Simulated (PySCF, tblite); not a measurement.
# C₃H₁₀NO₂Si radical: geometry, infrared bands and EPR parameters

What infrared bands and EPR parameters should C₃H₁₀NO₂Si radical (`[CH2]N[Si@@H](O)OCC`) show?

Computed with tblite 0.8.0 and PySCF 2.14.0, with density-fitted response routines of our own, on a single molecule in the gas phase. Atoms are numbered from 0 throughout.

## Step 1: The starting structure

17 atoms, charge 0, multiplicity 2; geometry from: force field or distance geometry start.

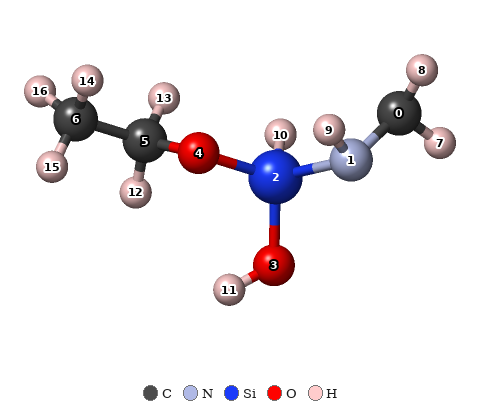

The starting geometry (carbon dark grey, nitrogen light blue, silicon blue, oxygen red, hydrogen pink), atoms numbered.

## Step 2: Geometry optimisation with GFN2-xTB

What the job is given:

```
{"job": {"kind": "relax", "xc": "GFN2-xTB", "basis": "xTB"}, "charge": 0, "multiplicity": 2}
C     -3.135900     0.465700     0.968100
N     -2.353300     0.387200    -0.247900
Si    -0.862500    -0.580900     0.162200
O     -0.880100    -2.041200    -0.707100
O      0.519100     0.329500    -0.216700
C      1.612700    -0.127400     0.497000
C      2.859000     0.687700     0.152900
H     -3.869100    -0.355300     1.060400
H     -3.574700     1.451000     1.152600
H     -1.986400     1.354500    -0.450300
H     -0.806000    -0.886400     1.598300
H     -0.094400    -2.175000    -1.280900
H      1.781500    -1.176000     0.162200
H      1.360600    -0.058800     1.571000
H      2.601500     1.779600     0.096900
H      3.210200     0.387500    -0.835200
H      3.610800     0.570200     0.956200
```

Command:

```bash
OMP_NUM_THREADS=1 python probes_run.py task.json out
```

The driver reads the jobs from task.json and runs them one after another.

Output:

```text
step      E/eV     max force
  0    -661.38012    2.664
  1    -661.70507    1.766
  2    -661.90151    0.818
  3    -661.94912    0.673
  4    -662.00648    0.628
  5    -662.03632    0.779
  6    -662.09249    0.632
  7    -662.12356    0.548
  8    -662.16264    0.524
  9    -662.19735    0.492
 10    -662.22686    0.440
 11    -662.24698    0.439
 12    -662.25320    0.686
 13    -662.26854    0.306
 14    -662.27926    0.271
 15    -662.30556    0.328
 16    -662.32335    0.389
 17    -662.34565    0.415
 18    -662.36309    0.354
 19    -662.38219    0.419
 20    -662.39694    0.302
 21    -662.40615    0.290
 22    -662.41675    0.348
 23    -662.43084    0.357
 24    -662.44159    0.208
 25    -662.44748    0.171
 26    -662.45130    0.166
 27    -662.45499    0.196
 28    -662.45911    0.179
 29    -662.46102    0.257
 30    -662.46458    0.158
 31    -662.46638    0.160
 32    -662.47056    0.115
 33    -662.47341    0.136
 34    -662.47705    0.121
 35    -662.47984    0.132
 36    -662.48348    0.146
 37    -662.48838    0.148
 38    -662.49332    0.142
 39    -662.49721    0.155
 40    -662.50045    0.175
 41    -662.50477    0.148
 42    -662.50989    0.279
 43    -662.51639    0.274
 44    -662.52069    0.170
 45    -662.52462    0.179
 46    -662.52702    0.159
 47    -662.53146    0.195
 48    -662.53789    0.271
 49    -662.54167    0.161
 50    -662.54577    0.184
 51    -662.55213    0.165
 52    -662.55687    0.277
 53    -662.56404    0.378
 54    -662.57142    0.265
 55    -662.57513    0.161
 56    -662.57643    0.330
 57    -662.57984    0.130
 58    -662.58236    0.160
 59    -662.58645    0.171
 60    -662.58971    0.149
 61    -662.59397    0.152
 62    -662.60101    0.187
 63    -662.60724    0.174
 64    -662.61154    0.191
 65    -662.61416    0.172
 66    -662.61717    0.172
 67    -662.62028    0.140
 68    -662.62269    0.208
 69    -662.62401    0.146
 70    -662.62541    0.137
 71    -662.62626    0.097
 72    -662.62820    0.080
 73    -662.63108    0.120
 74    -662.63341    0.131
 75    -662.63468    0.103
 76    -662.63532    0.110
 77    -662.63593    0.088
 78    -662.63663    0.204
 79    -662.63762    0.093
 80    -662.63836    0.061
 81    -662.63923    0.094
 82    -662.63967    0.063
 83    -662.64033    0.074
 84    -662.64081    0.051
 85    -662.64128    0.072
 86    -662.64169    0.073
 87    -662.64201    0.067
 88    -662.64236    0.054
 89    -662.64268    0.048
 90    -662.64293    0.058
 91    -662.64318    0.046
 92    -662.64348    0.052
 93    -662.64380    0.049
 94    -662.64415    0.057
 95    -662.64452    0.057
 96    -662.64495    0.078
 97    -662.64524    0.058
 98    -662.64543    0.027
 99    -662.64557    0.035
100    -662.64579    0.043
101    -662.64614    0.059
102    -662.64658    0.072
103    -662.64700    0.046
104    -662.64726    0.030
105    -662.64738    0.026
106    -662.64747    0.024
107    -662.64761    0.026
108    -662.64775    0.025
109    -662.64785    0.031
110    -662.64793    0.039
111    -662.64804    0.026
112    -662.64819    0.026
113    -662.64840    0.034
114    -662.64848    0.028
115    -662.64853    0.018
116    -662.64856    0.014
117    -662.64861    0.014
118    -662.64864    0.014
119    -662.64868    0.014
120    -662.64871    0.012
121    -662.64875    0.012
122    -662.64881    0.021
123    -662.64889    0.032
124    -662.64897    0.037
125    -662.64902    0.029
126    -662.64906    0.017
127    -662.64908    0.014
128    -662.64911    0.019
129    -662.64914    0.021
130    -662.64917    0.017
131    -662.64921    0.014
132    -662.64923    0.012
133    -662.64926    0.013
134    -662.64928    0.017
135    -662.64932    0.016
136    -662.64937    0.017
137    -662.64942    0.017
138    -662.64947    0.018
139    -662.64952    0.020
140    -662.64959    0.020
141    -662.64966    0.016
142    -662.64972    0.014
143    -662.64975    0.014
144    -662.64978    0.012
145    -662.64981    0.012
146    -662.64983    0.009
```

Run time: 0.99 s. Hardware: 1 thread of INTEL XEON PLATINUM 8581C at 2.10GHz, shared host.

Step by step: (not every step is listed)

| step | energy from step 0 (eV) | largest force (eV/Å) |
| --- | --- | --- |
| 0 | 0.0000 | 2.6641 |
| 1 | -0.3249 | 1.7657 |
| 2 | -0.5214 | 0.8185 |
| 3 | -0.5690 | 0.6730 |
| 4 | -0.6264 | 0.6278 |
| 5 | -0.6562 | 0.7790 |
| 6 | -0.7124 | 0.6316 |
| 7 | -0.7434 | 0.5480 |
| 8 | -0.7825 | 0.5240 |
| 21 | -1.0260 | 0.2904 |
| 34 | -1.0969 | 0.1208 |
| 47 | -1.1513 | 0.1949 |
| 60 | -1.2096 | 0.1492 |
| 73 | -1.2510 | 0.1203 |
| 86 | -1.2616 | 0.0731 |
| 99 | -1.2654 | 0.0352 |
| 112 | -1.2681 | 0.0260 |
| 125 | -1.2689 | 0.0288 |
| 138 | -1.2693 | 0.0184 |
| 141 | -1.2695 | 0.0158 |
| 142 | -1.2696 | 0.0136 |
| 143 | -1.2696 | 0.0142 |
| 144 | -1.2697 | 0.0118 |
| 145 | -1.2697 | 0.0118 |
| 146 | -1.2697 | 0.0094 |

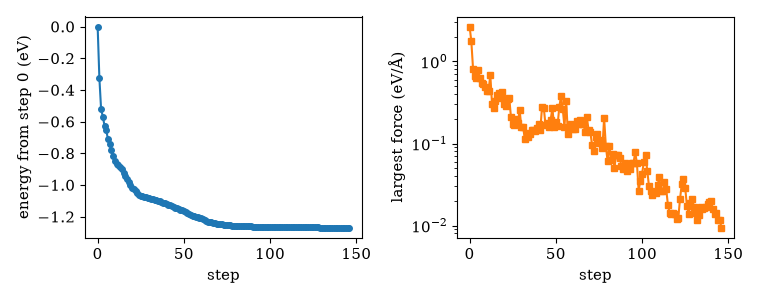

Energy and largest force along the relaxation.

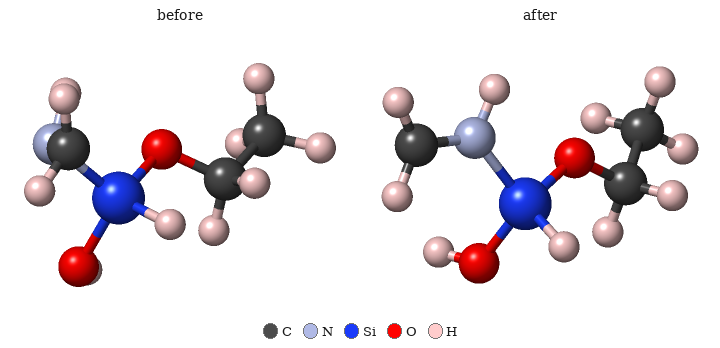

Before and after, at one scale.

Distances of close pairs at the start and the end, largest changes first:

| bond | before (Å) | after (Å) | change (Å) |
| --- | --- | --- | --- |
| N1–Si2 | 1.824 | 1.726 | -0.099 |
| C0–N1 | 1.448 | 1.371 | -0.077 |
| Si2–O3 | 1.700 | 1.625 | -0.074 |
| Si2–O4 | 1.697 | 1.624 | -0.074 |
| N1–H9 | 1.054 | 1.008 | -0.046 |
| C6–H14 | 1.123 | 1.087 | -0.036 |
| C0–H7 | 1.105 | 1.069 | -0.035 |
| O3–H11 | 0.982 | 0.954 | -0.028 |

The final coordinates are the input of the step that follows.

## Step 3: Vibrational analysis with GFN2-xTB

What the job is given:

```
{"job": {"kind": "ir", "xc": "GFN2-xTB", "basis": "xTB"}, "charge": 0, "multiplicity": 2}
C     -3.315483     0.407453     0.097465
N     -1.971883     0.596909     0.295276
Si    -0.804561    -0.613701     0.682227
O     -0.919583    -1.914016    -0.285781
O      0.546081     0.271427     0.511980
C      1.860878    -0.189804     0.644520
C      2.816690     0.773378    -0.043314
H     -3.682601    -0.596778     0.102298
H     -3.985837     1.239511     0.156690
H     -1.710105     1.561771     0.423372
H     -0.911384    -1.265203     1.982247
H     -1.125507    -1.831821    -1.214169
H      1.950118    -1.191639     0.208509
H      2.102402    -0.265787     1.712024
H      2.721841     1.763890     0.393966
H      2.581653     0.838269    -1.102602
H      3.840282     0.428172     0.074846
```

Output:

```text
mode    cm-1     km/mol
  1      27.1      0.07
  2      72.4      2.12
  3      87.8      1.88
  4      97.6      8.20
  5     162.5     17.96
  6     202.1     76.66
  7     211.2      1.00
  8     218.5     48.86
  9     283.0      5.26
 10     292.3     15.25
 11     300.0     57.03
 12     315.6     34.97
 13     395.1      8.02
 14     559.6     92.10
 15     665.5     90.36
 16     725.8     31.91
 17     740.7     52.30
 18     795.4    165.51
 19     823.0    281.11
 20     829.5     27.91
 21     911.7    222.68
 22    1002.3     82.32
 23    1036.1     41.05
 24    1096.7     28.85
 25    1148.3     35.05
 26    1157.4    290.80
 27    1268.6      1.19
 28    1271.0     11.22
 29    1349.2     21.03
 30    1353.1     29.50
 31    1399.2     10.85
 32    1441.0     52.46
 33    1477.7      2.84
 34    1493.9      2.85
 35    1495.7      0.83
 36    2292.0    244.69
 37    2889.3     61.27
 38    2917.5     62.43
 39    3042.8     25.55
 40    3043.8     32.06
 41    3047.6     25.69
 42    3146.0     25.34
 43    3197.3     47.51
 44    3462.3      6.32
 45    3653.6     14.49
```

Run time: 0.56 s. Hardware: 1 thread of INTEL XEON PLATINUM 8581C at 2.10GHz, shared host.

The strongest bands and the atoms that carry them (share of the mass-weighted mode):

| cm⁻¹ | km/mol | atoms |
| --- | --- | --- |
| 560 | 92.1 | H9 65 %, H7 24 % |
| 666 | 90.4 | H10 79 % |
| 795 | 165.5 | Si2 31 %, O4 11 % |
| 823 | 281.1 | H11 44 %, Si2 16 %, H10 11 % |
| 912 | 222.7 | O3 40 %, Si2 40 % |
| 1002 | 82.3 | H16 26 %, O4 22 %, C6 21 % |
| 1157 | 290.8 | O4 41 %, C5 36 % |
| 2292 | 244.7 | H10 97 % |

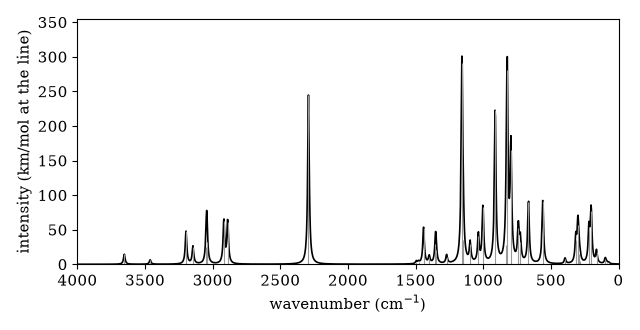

The infrared spectrum from these modes, unscaled. Lines are broadened to a width of 14 cm⁻¹ (Lorentzian).

## Step 4: EPR parameters: B3LYP/pcH-1

Settings changed since step 3:

```diff
@@ -1,2 +1,2 @@
-{"job": {"kind": "ir", "xc": "GFN2-xTB", "basis": "xTB"}, "charge": 0, "multiplicity": 2}
+{"job": {"kind": "epr", "basis": "pcH-1"}, "charge": 0, "multiplicity": 2}
 C     -3.315483     0.407453     0.097465
```

Method: UKS B3LYP, pcH-1 on C H N O Si, non-relativistic, mean-field spin-orbit, GIAO.

Output:

```text
UKS, coarse grid
  cycle   1  E = -614.92334507  |g| = 7.67e-01
  cycle   2  E = -614.62743923  |g| = 1.19e+00
  cycle   3  E = -615.12369820  |g| = 9.64e-02
  cycle   4  E = -615.12653470  |g| = 4.91e-02
  cycle   5  E = -615.12750857  |g| = 1.14e-02
  cycle   6  E = -615.12755443  |g| = 5.11e-03
  cycle   7  E = -615.12756441  |g| = 1.02e-03
  cycle   8  E = -615.12756491  |g| = 6.12e-04
UKS, final grid
  cycle   1  E = -615.12753510  |g| = 9.33e-04
  cycle   2  E = -615.12753453  |g| = 1.59e-03
  cycle   3  E = -615.12753541  |g| = 7.46e-05
  cycle   4  E = -615.12753541  |g| = 2.30e-05
E = -615.12753541 Eh   <S^2> = 0.7532 (exact 0.7500)
g shifts (ppm)      1          2          3
  rmc          -164       -164       -164
  gc              3         44         31
  oz_so           5        751       1145
  total        -156        631       1013
hyperfine (MHz)  atom isotope    a_iso     a_fc   dipolar eigenvalues
    0   13C      87.59      87.67    -70.88    -70.21    141.09
    1   14N       7.02       7.05    -11.02    -10.29     21.30
    2  29Si       2.11       2.08     -5.71      2.51      3.20
    3   17O      -2.49      -2.49     -0.70      0.22      0.48
    4   17O       0.56       0.56     -2.04      0.69      1.35
    5   13C      -0.49      -0.49     -0.18     -0.15      0.33
    6   13C       0.15       0.15     -0.12     -0.10      0.22
    7    1H     -53.60     -53.62    -34.54      0.56     33.97
    8    1H     -52.23     -52.25    -34.89      1.07     33.82
    9    1H     -13.69     -13.70    -12.06     -5.50     17.55
   10    1H       9.88       9.88     -2.24     -1.88      4.12
   11    1H      -0.18      -0.18     -2.06     -1.62      3.68
   12    1H       0.26       0.26     -0.64     -0.58      1.22
   13    1H       1.32       1.32     -0.59     -0.55      1.14
   14    1H      -0.03      -0.03     -0.43     -0.42      0.84
   15    1H      -0.02      -0.02     -0.47     -0.43      0.91
   16    1H      -0.09      -0.09     -0.27     -0.26      0.54
```

Wall time 70 s (1 thread of INTEL XEON PLATINUM 8581C at 2.10GHz, shared host); peak memory 0.96 GiB.

Principal g values 2.00216, 2.00295, 2.00333; g(iso) = 2.00282, against 2.00232 for a free electron.

Mean a(iso) over the nuclei that a row names, and the largest dipolar term of the row (other rows stand at the frozen geometry):

| nuclei | isotope | a(iso) (MHz) | a(iso) (G, at g = 2.0023) | largest dipolar term (MHz) |
| --- | --- | --- | --- | --- |
| C0 | 13C | 87.6 | 31.3 | 141.1 |
| H7, H8 | 1H | -52.9 | -18.9 | -34.9 |
| H9 | 1H | -13.7 | -4.9 | 17.6 |
| H10 | 1H | 9.9 | 3.5 | 4.1 |
| N1 | 14N | 7.0 | 2.5 | 21.3 |
| O3 | 17O | -2.5 | -0.9 | -0.7 |
| Si2 | 29Si | 2.1 | 0.8 | -5.7 |
| H13 | 1H | 1.3 | 0.5 | 1.1 |
| O4 | 17O | 0.6 | 0.2 | -2.0 |
| C5 | 13C | -0.5 | -0.2 | 0.3 |
| H12 | 1H | 0.3 | 0.1 | 1.2 |
| H11 | 1H | -0.2 | -0.1 | 3.7 |
| C6 | 13C | 0.2 | 0.1 | 0.2 |
| H14, H15, H16 | 1H | 0.0 | 0.0 | 0.9 |

Mulliken spin populations:

C0 0.90; N1 0.15; Si2 0.03; O3 0.00; O4 0.00; C5 0.00; C6 0.00; H7 -0.04; H8 -0.04; H9 -0.01; H10 0.01; H11 0.00; H12 0.00; H13 0.00; H14 0.00; H15 0.00; H16 0.00

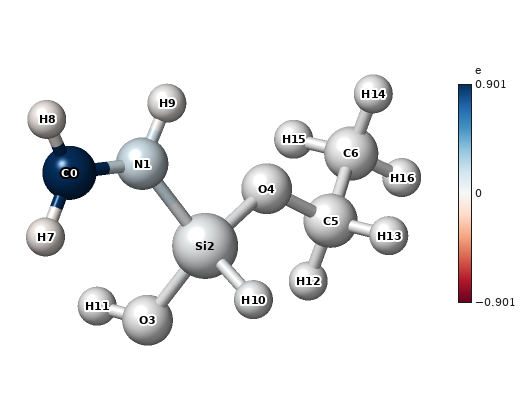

Mulliken spin populations, as colours on the atoms.

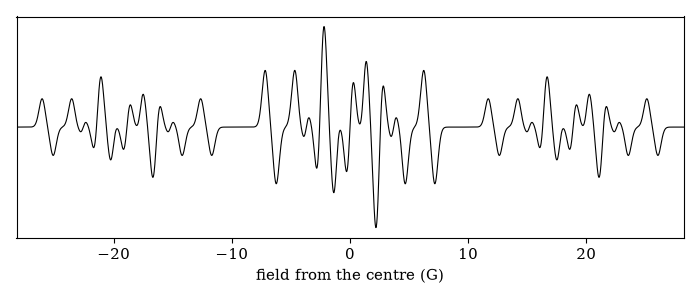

First-order isotropic spectrum (first derivative, main isotopes with spin only, couplings over 0.8 MHz, Gaussian width 0.3 G; couplings of the frozen geometry, rotation of groups not averaged beyond the rows shown).

The fields below are evaluated on a grid from the run's orbitals.

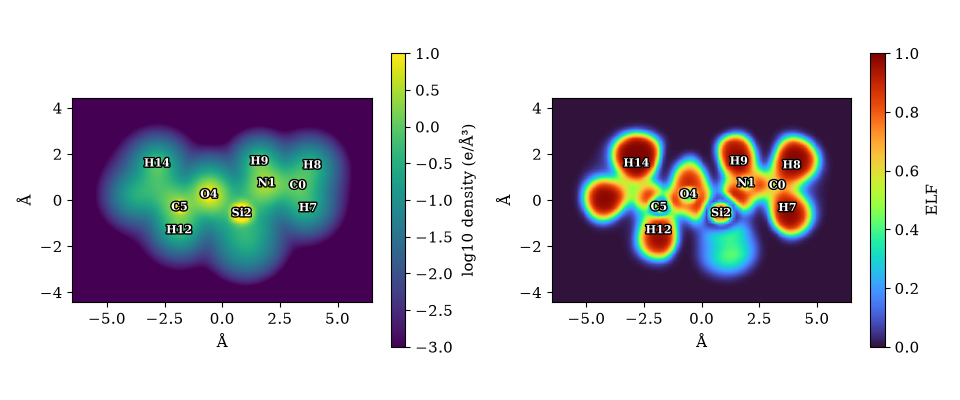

Density (left) and ELF (right) in a plane through or near 10 of the atoms.

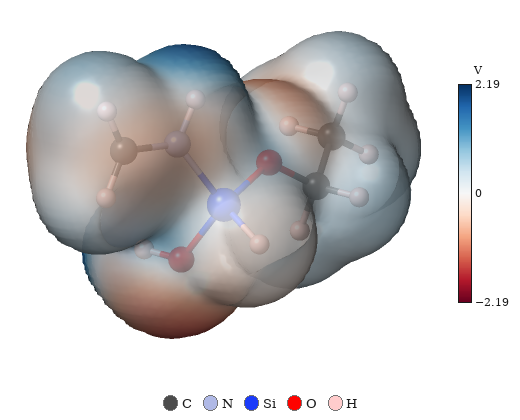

The potential that a unit positive charge feels on the 0.002 e/bohr³ surface, from -1.31 V near O3 to 2.19 V near H11.

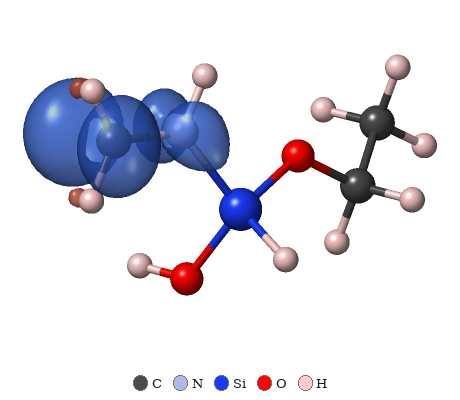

Spin density at ±0.04 e/Å³ (alpha excess blue, beta excess red).

## Step 5: What came out

| quantity | value |
| --- | --- |
| strongest single infrared mode (GFN2-xTB) | 1157 cm⁻¹, 291 km/mol |
| zero-point energy (GFN2-xTB) | 82.1 kcal/mol |
| g(iso) (B3LYP) | 2.00282 |
| ⟨S²⟩ | 0.753 (exact 0.75) |
| largest a(iso) (averaged by class) | 13C on C0, 87.6 MHz |
| potential on the surface of density 0.002 e/bohr³, 1st and 99th percentile | -1.31 V and 2.19 V |

**Reading.** The optimisation took 146 steps and gained 1.270 eV; among the close pairs (by a distance rule), N1–Si2 changed most, from 1.824 to 1.726 Å. No mode is imaginary among the 45: a minimum at this level. The strongest single mode, at 1157 cm⁻¹, moves mainly O4 and C5. GFN2-xTB is a fitted tight-binding method: band positions and strengths are rough. Its intensities can rank the bands wrongly. Most of the unpaired spin sits on C0 (0.90 e). The isotropic g lies 0.5 ppt above the free-electron value. These values are for one conformer; the search (at its own cheap level) found 2 more, at 0.03, 1.72 kcal/mol (those within 0.05 may be mirror or relabelled copies), and measured spectra average over such forms.
